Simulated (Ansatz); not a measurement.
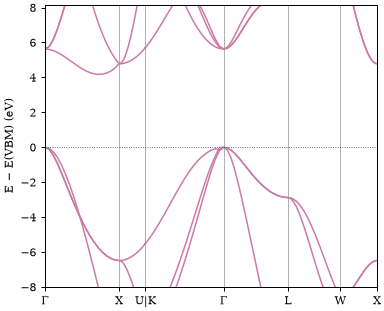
*Band structure from the program Ansatz at the LDA level (PAW)*

### Question
Read off the gap and where the band edges lie.

### Answer
About 4.2 eV (4.17 eV by a search for the band edges); maximum at Γ, minimum on the Γ–X line, 73 % of the way from Γ.

### Question
Which compound is it?
A) K2NaBiCl6, Fm-3m (K on 8c, Na on 4b, Bi on 4a, Cl on 24e)
B) C, diamond
C) Mg2H6Ru, Fm-3m (Mg on 8c, H on 24e, Ru on 4a)
D) BeS, zinc blende

### Answer
B, C, diamond

Space group Fd-3m (diamond). The LDA relaxation kept the symmetry of its start.

Potentials: the later of the program's two PAW sets.
